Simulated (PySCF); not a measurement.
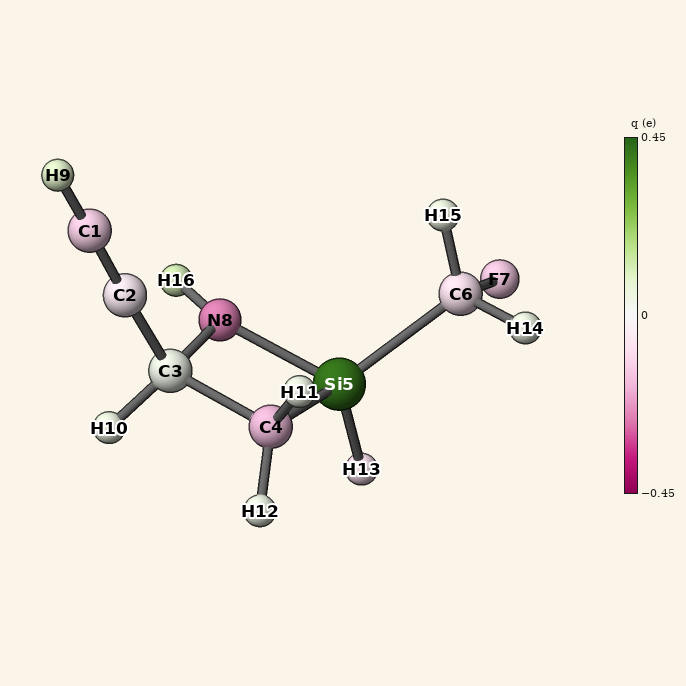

Atoms are coloured by their Hirshfeld charges. The computed structure is the end point of a GFN2-xTB optimisation. No frequency run is at hand to confirm it as a minimum. Level of theory: PBE0/pcSseg-1, gas phase (PySCF 2.14.0).

Which atom carries the highest charge (most positive or least negative)?

Answer. Si5 (0.41 e).

And the lowest?

Answer. N8 (−0.25 e).

Give the Hirshfeld charges atom by atom.

```tsv
atom	value (e)
C1	−0.12
C2	−0.04
C3	0.03
C4	−0.16
Si5	0.41
C6	−0.07
F7	−0.13
N8	−0.25
H9	0.09
H10	0.05
H11	0.04
H12	0.04
H13	−0.08
H14	0.04
H15	0.05
H16	0.12
```

The geometry is semi-empirical. Around Si such bond lengths and angles can be off by a tenth of an ångström or more and by several degrees, and values that hang on the shape move with them.
